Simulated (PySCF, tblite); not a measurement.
# Ti₆H₃S₁₃+: electronic excitations

What do calculations give for the electronic excitations of Ti₆H₃S₁₃+?

Computed with tblite 0.8.0 and PySCF 2.14.0 and routines of our own; the level stands in each step. Atoms count from 0.

## Step 1: The starting structure

22 atoms, charge 1, multiplicity 1; geometry from: force field, distance geometry or constructed start.

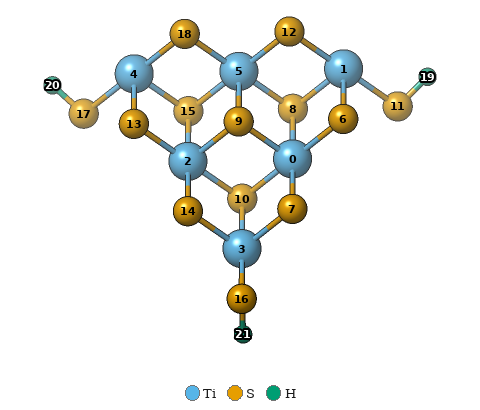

The starting geometry (titanium blue, sulfur amber, hydrogen teal); sticks join atoms by distance alone.

## Step 2: Optimising the geometry with GFN1-xTB

The job: settings as JSON, then the geometry in Å.

```
{"job": {"kind": "relax", "xc": "GFN1-xTB", "basis": "xTB"}, "charge": 1, "multiplicity": 1}
Ti    -1.700100    -0.667800     0.099100
Ti    -3.413200     2.289700     0.093800
Ti     1.710200    -0.668300     0.101700
Ti    -0.000700    -3.614800     0.094500
Ti     3.409000     2.285900     0.104100
Ti    -0.003300     2.286600     0.098100
S     -3.409900     0.320100    -1.332600
S     -1.701600    -2.632100    -1.327800
S     -1.702300     1.300700     1.530300
S     -0.002800     0.317600    -1.327700
S     -0.002100    -1.651600     1.528600
S     -5.117500     1.300800     1.530700
S     -1.708400     3.272200    -1.324300
S      3.412200     0.317800    -1.332000
S      1.702800    -2.629700    -1.329100
S      1.703100     1.303400     1.537000
S      0.000400    -5.586000    -1.328400
S      5.113900     1.299400     1.529700
S      1.704400     3.273300    -1.326800
H     -6.109500     2.230000     1.378200
H      6.110000     2.232900     1.377000
H     -0.000900    -6.568200    -0.374000
```

The run is started by

```sh
$ OMP_NUM_THREADS=2 python large_run.py task.json out
```

The driver reads the jobs from task.json and runs them one after another.

Output:

```text
step      E/eV     max force
  0   -1562.58131    3.200
  1   -1563.46033    2.730
  2   -1565.16264    1.756
  3   -1565.36987    0.793
  4   -1565.57684    0.853
  5   -1565.73715    1.208
  6   -1565.88988    1.235
  7   -1566.05635    0.679
  8   -1566.13716    0.512
  9   -1566.18674    0.563
 10   -1566.23601    0.389
 11   -1566.26037    0.308
 12   -1566.28683    0.365
 13   -1566.32723    0.503
 14   -1566.38697    0.696
 15   -1566.45491    0.685
 16   -1566.51701    0.600
 17   -1566.55949    0.508
 18   -1566.59570    0.423
 19   -1566.63678    0.597
 20   -1566.67724    0.598
 21   -1566.72155    0.463
 22   -1566.75957    0.398
 23   -1566.79745    0.422
 24   -1566.83806    0.384
 25   -1566.87842    0.424
 26   -1566.92187    0.414
 27   -1566.95334    0.403
 28   -1566.97161    0.377
 29   -1566.98603    0.436
 30   -1567.00739    0.322
 31   -1567.03060    0.269
 32   -1567.04255    0.299
 33   -1567.05725    0.229
 34   -1567.07476    0.239
 35   -1567.09181    0.250
 36   -1567.10747    0.266
 37   -1567.11896    0.194
 38   -1567.12622    0.194
 39   -1567.13126    0.188
 40   -1567.13520    0.198
 41   -1567.13978    0.232
 42   -1567.14506    0.261
 43   -1567.15018    0.256
 44   -1567.15485    0.190
 45   -1567.15936    0.200
 46   -1567.16322    0.161
 47   -1567.16603    0.102
 48   -1567.16807    0.124
 49   -1567.16980    0.102
 50   -1567.17174    0.093
 51   -1567.17329    0.067
 52   -1567.17451    0.070
 53   -1567.17597    0.070
 54   -1567.17744    0.070
 55   -1567.17894    0.070
 56   -1567.18031    0.079
 57   -1567.18154    0.067
 58   -1567.18254    0.057
 59   -1567.18322    0.063
 60   -1567.18368    0.046
 61   -1567.18412    0.052
 62   -1567.18474    0.061
 63   -1567.18552    0.061
 64   -1567.18629    0.043
 65   -1567.18680    0.040
 66   -1567.18718    0.043
 67   -1567.18761    0.042
 68   -1567.18822    0.058
 69   -1567.18893    0.061
 70   -1567.18958    0.062
 71   -1567.19016    0.060
 72   -1567.19082    0.067
 73   -1567.19164    0.083
 74   -1567.19248    0.076
 75   -1567.19312    0.049
 76   -1567.19356    0.041
 77   -1567.19398    0.048
 78   -1567.19448    0.057
 79   -1567.19502    0.049
 80   -1567.19548    0.061
 81   -1567.19584    0.060
 82   -1567.19624    0.052
 83   -1567.19688    0.064
 84   -1567.19755    0.068
 85   -1567.19815    0.053
 86   -1567.19858    0.063
 87   -1567.19892    0.067
 88   -1567.19924    0.044
 89   -1567.19958    0.035
 90   -1567.19975    0.033
 91   -1567.19994    0.036
 92   -1567.20014    0.040
 93   -1567.20035    0.036
 94   -1567.20058    0.037
 95   -1567.20084    0.038
 96   -1567.20110    0.033
 97   -1567.20127    0.023
 98   -1567.20135    0.015
```

Run time: 11 s. Hardware: 2 threads of AMD EPYC 9R45, shared host; peak memory 0.17 GiB.

Relaxation path:

| step | energy from step 0 (eV) | largest force (eV/Å) |
| --- | --- | --- |
| 0 | 0.0000 | 3.1997 |
| 1 | -0.8790 | 2.7297 |
| 2 | -2.5813 | 1.7563 |
| 3 | -2.7886 | 0.7921 |
| 4 | -2.9955 | 0.8541 |
| 5 | -3.1558 | 1.2079 |
| 6 | -3.3086 | 1.2347 |
| 7 | -3.4750 | 0.6799 |
| 8 | -3.5558 | 0.5127 |
| 15 | -3.8736 | 0.6855 |
| 23 | -4.2161 | 0.4219 |
| 31 | -4.4493 | 0.2693 |
| 39 | -4.5500 | 0.1888 |
| 47 | -4.5847 | 0.1021 |
| 54 | -4.5961 | 0.0701 |
| 62 | -4.6034 | 0.0614 |
| 70 | -4.6083 | 0.0619 |
| 78 | -4.6132 | 0.0563 |
| 86 | -4.6173 | 0.0627 |
| 94 | -4.6193 | 0.0370 |
| 95 | -4.6195 | 0.0376 |
| 96 | -4.6198 | 0.0331 |
| 97 | -4.6200 | 0.0230 |
| 98 | -4.6200 | 0.0148 |

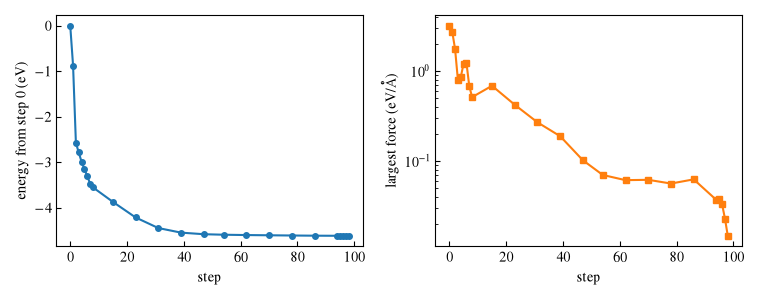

Energy and largest force along the relaxation.

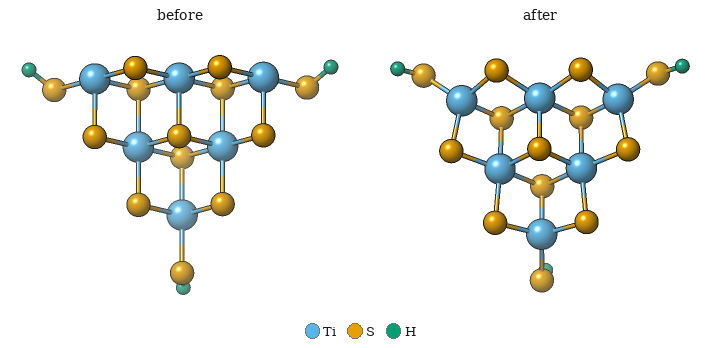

The geometry before (left) and after (right).

Close pairs (by a distance rule), those that changed most:

| bond | before (Å) | after (Å) | change (Å) |
| --- | --- | --- | --- |
| Ti0–Ti1 | 3.418 | 3.163 | -0.255 |
| Ti2–Ti4 | 3.408 | 3.164 | -0.244 |
| Ti4–Ti5 | 3.412 | 3.174 | -0.238 |
| Ti1–Ti5 | 3.410 | 3.175 | -0.235 |
| Ti2–Ti3 | 3.407 | 3.175 | -0.232 |
| Ti0–Ti3 | 3.402 | 3.181 | -0.221 |
| Ti1–S11 | 2.439 | 2.223 | -0.215 |
| Ti4–S17 | 2.432 | 2.223 | -0.208 |

The final coordinates are the input of the step that follows.

## Step 3: Electronic excitations: TDA PBE0/def2-SVP

The job: settings as JSON, then the geometry in Å.

```
{"job": {"kind": "uv", "basis": "def2-SVP", "grid": 1, "kgrid": 0, "vcut": 1.5, "nstates": 6, "ntriplets": 2, "tda": true, "delta": [], "pop": true, "xc": "PBE0"}, "charge": 1, "multiplicity": 1}
Ti    -1.647565    -0.863747    -0.566429
Ti    -3.164953     1.768523     0.313267
Ti     1.647435    -0.863030    -0.568007
Ti     0.005784    -3.554032    -0.946788
Ti     3.164486     1.770339     0.312322
Ti     0.000081     1.916645     0.114114
S     -3.575139     0.157823    -1.181112
S     -1.853796    -2.706174    -1.862854
S     -1.608305     0.581431     1.419058
S     -0.001249     0.382541    -1.638362
S      0.004809    -2.128063     0.777609
S     -4.745687     2.320229     1.776285
S     -1.704707     3.318098    -0.383927
S      3.577308     0.155004    -1.177208
S      1.845081    -2.694744    -1.883358
S      1.607761     0.585005     1.417796
S      0.057377    -5.725771    -0.449215
S      4.741985     2.326003     1.777159
S      1.702820     3.317572    -0.389343
H     -5.760811     2.866123     1.136775
H      5.761208     2.865385     1.138642
H     -0.060169    -5.783430     0.863566
```

With the program's defaults for keys left out, this is: TDA PBE0/def2-SVP, vertical, gas phase, core orbitals frozen in the response, virtual orbitals cut by energy.

Output:

```text
start: PBE on a coarse grid of 127020 points
cycle   1  E = -10269.9953874955  dE =  3.483e+00  |g| = 9.253e-01  |ddm| = 7.597e+00
cycle   2  E = -10240.6566565688  dE =  2.934e+01  |g| = 1.192e+01  |ddm| = 6.765e+00
cycle   3  E = -10269.4641214645  dE = -2.881e+01  |g| = 1.800e+00  |ddm| = 5.969e+00
cycle   4  E = -10269.4252621019  dE =  3.886e-02  |g| = 1.749e+00  |ddm| = 2.246e+00
cycle   5  E = -10270.1808030443  dE = -7.555e-01  |g| = 4.994e-01  |ddm| = 1.627e+00
cycle   6  E = -10270.2451339372  dE = -6.433e-02  |g| = 1.841e-01  |ddm| = 6.397e-01
cycle   7  E = -10270.2439568852  dE =  1.177e-03  |g| = 2.179e-01  |ddm| = 3.017e-01
cycle   8  E = -10270.2546931282  dE = -1.074e-02  |g| = 7.985e-02  |ddm| = 1.828e-01
cycle   9  E = -10270.2561422408  dE = -1.449e-03  |g| = 2.996e-02  |ddm| = 8.133e-02
cycle  10  E = -10270.2558910872  dE =  2.512e-04  |g| = 4.356e-02  |ddm| = 4.946e-02
cycle  11  E = -10270.2563569653  dE = -4.659e-04  |g| = 1.287e-02  |ddm| = 3.716e-02
cycle  12  E = -10270.2563875099  dE = -3.054e-05  |g| = 6.489e-03  |ddm| = 1.589e-02
final grid: 127020 points
cycle  13  E = -10270.5281192983  dE =  9.601e-02  |g| = 6.623e-01  |ddm| = 7.985e-01
cycle  14  E = -10264.0245342911  dE =  6.504e+00  |g| = 5.849e+00  |ddm| = 4.165e+00
cycle  15  E = -10270.4510342575  dE = -6.426e+00  |g| = 8.948e-01  |ddm| = 3.236e+00
cycle  16  E = -10270.5830051594  dE = -1.320e-01  |g| = 5.386e-01  |ddm| = 8.125e-01
cycle  17  E = -10270.6521733345  dE = -6.917e-02  |g| = 8.287e-02  |ddm| = 4.155e-01
cycle  18  E = -10270.6541934150  dE = -2.020e-03  |g| = 2.494e-02  |ddm| = 9.655e-02
cycle  19  E = -10270.6542010934  dE = -7.678e-06  |g| = 2.432e-02  |ddm| = 3.727e-02
cycle  20  E = -10270.6543671940  dE = -1.661e-04  |g| = 4.651e-03  |ddm| = 2.474e-02
cycle  21  E = -10270.6543818113  dE = -1.462e-05  |g| = 2.504e-03  |ddm| = 6.606e-03
cycle  22  E = -10270.6543752247  dE =  6.587e-06  |g| = 1.639e-03  |ddm| = 3.171e-03
cycle  23  E = -10270.6543787827  dE = -3.558e-06  |g| = 7.523e-04  |ddm| = 1.960e-03
cycle  24  E = -10270.6543758269  dE =  2.956e-06  |g| = 2.440e-04  |ddm| = 1.031e-03
cycle  25  E = -10270.6543757046  dE =  1.223e-07  |g| = 3.940e-04  |ddm| = 7.734e-04
cycle  26  E = -10270.6543764678  dE = -7.632e-07  |g| = 8.995e-05  |ddm| = 4.206e-04
converged SCF energy = -10270.6543764678

Static polarisability (au): isotropic 451.382, principal 259.675 544.091 550.379

Singlet excitations
state   eV       nm        f      main configurations
  1   1.8332    676.3   0.00006   H->L 0.89
  2   2.0840    594.9   0.00169   H->L+1 0.44, H-1->L 0.26, H->L+4 0.09
  3   2.0927    592.5   0.00044   H-2->L 0.33, H->L+3 0.22, H->L+2 0.21
  4   2.1717    570.9   0.00701   H->L+2 0.42, H-2->L 0.25, H->L+1 0.11
  5   2.1729    570.6   0.00667   H-1->L 0.33, H->L+1 0.25, H->L+2 0.18
  6   2.2288    556.3   0.00019   H->L+3 0.50, H-2->L 0.13, H-1->L 0.10

Triplet excitations (Tamm-Dancoff, eV): 1.7748 1.8967
```

It took 2.4 min on 2 threads of AMD EPYC 9R45, shared host; peak memory 1.6 GiB.

Frontier orbitals and where they lie:

| orbital | eV | atoms |
| --- | --- | --- |
| HOMO−4 | -11.57 | S16 34 %, S14 13 %, S7 10 % |
| HOMO−3 | -11.14 | S16 12 %, S17 11 %, S11 11 % |
| HOMO−2 | -10.91 | S17 47 %, S16 14 %, S18 7 % |
| HOMO−1 | -10.90 | S11 41 %, S16 26 %, S12 7 % |
| HOMO | -10.68 | S16 16 %, S11 10 %, S17 10 % |
| LUMO | -7.85 | Ti2 23 %, Ti0 22 %, Ti5 17 % |
| LUMO+1 | -7.63 | Ti2 31 %, Ti0 29 %, Ti5 18 % |
| LUMO+2 | -7.61 | Ti5 37 %, Ti0 22 %, Ti2 20 % |
| LUMO+3 | -7.47 | Ti2 28 %, Ti0 19 %, Ti3 14 % |

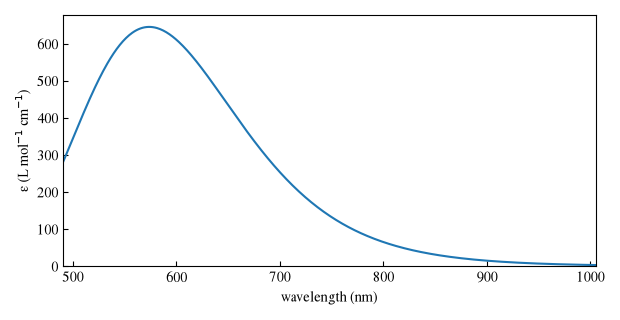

Absorption spectrum: each of the 6 states is a Gaussian band of 0.4 eV half-width at 1/e. Beyond the last state computed it falls off for lack of states.

Further results of this job:

| property | computed |
| --- | --- |
| polarisability (Å³) | 66.89 |
| HOMO–LUMO gap (eV) | 2.83 |
| −ε(HOMO) (eV) | 10.68 |

## Step 4: Summary of results

| quantity | value |
| --- | --- |
| lowest singlet (PBE0/def2-SVP) | 1.83 eV (676 nm), f = 0.000 |
| brightest single state of those computed | state 4, 2.17 eV, f = 0.007 |
| lowest triplet | 1.77 eV |

The first singlet state (HOMO→LUMO 0.89) lies at 1.83 eV and is dark; of the 6 states computed, the strongest absorption comes from states 4 to 5 together at 2.17 eV. The lowest triplet lies 0.06 eV below the lowest singlet.
